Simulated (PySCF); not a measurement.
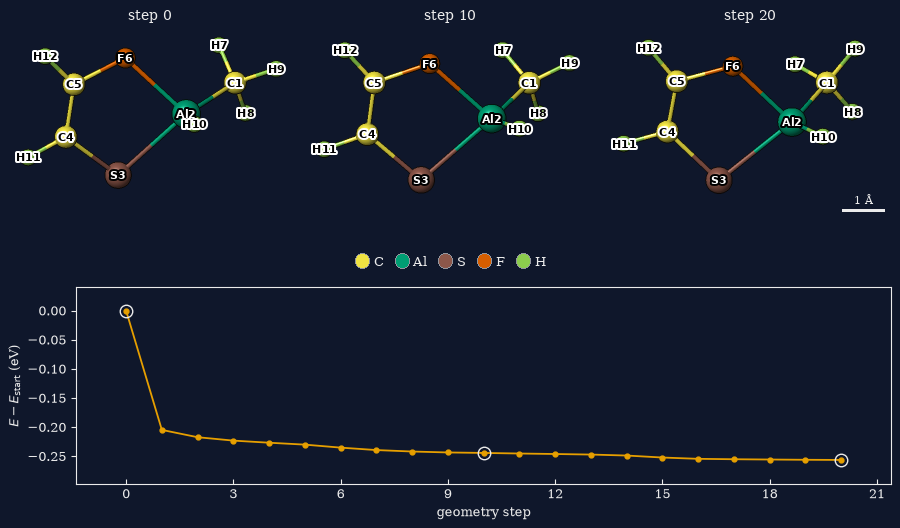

Frames of a relaxation of C₃H₆AlFS, marked on the history of the run. Style: ball-and-stick. Shown at a tilt.

The start comes from GFN2-xTB. Its atoms were then displaced at random by about 0.01 Å.

The calculation used PBE0-D3(BJ)/def2-SVP geometry optimisation, gas phase (PySCF). 

What happens along the run?

Answer. The largest moves after the best rigid fit, 0.74 Å, are those of H7 and H10. By element the largest moves are H 0.74 Å, F 0.54 Å, S 0.30 Å, Al 0.29 Å, C 0.23 Å. Near-neighbour distances that change, for instance: C4–H11 1.036 → 1.094 Å, Al2–H10 1.540 → 1.586 Å, Al2–F6 1.995 → 2.037 Å, S3–C4 1.778 → 1.742 Å. Bond angles that change, for instance: S3–Al2–H10 106.0° → 115.4°, F6–Al2–H10 92.6° → 101.6°, C1–Al2–H10 132.9° → 124.3°. Groups turn about C1–Al2 by about 35°. The energy falls by 0.256 eV in 20 geometry steps. The run took 2.2 min on 1 thread of Arm Neoverse V1, with other jobs on the host. From step 0 to 10: H10 moves most (0.62 Å), energy −0.244 eV. From step 10 to 20: H9 moves most (0.49 Å), energy −0.012 eV.

| step | E − E(0), eV |
| --- | --- |
| 0 | 0.0000 |
| 1 | -0.2048 |
| 2 | -0.2173 |
| 3 | -0.2232 |
| 4 | -0.2268 |
| 5 | -0.2301 |
| 6 | -0.2352 |
| 7 | -0.2394 |
| 8 | -0.2419 |
| 9 | -0.2435 |
| 10 | -0.2443 |
| 11 | -0.2453 |
| 12 | -0.2462 |
| 13 | -0.2471 |
| 14 | -0.2488 |
| 15 | -0.2522 |
| 16 | -0.2545 |
| 17 | -0.2552 |
| 18 | -0.2557 |
| 19 | -0.2561 |
| 20 | -0.2564 |
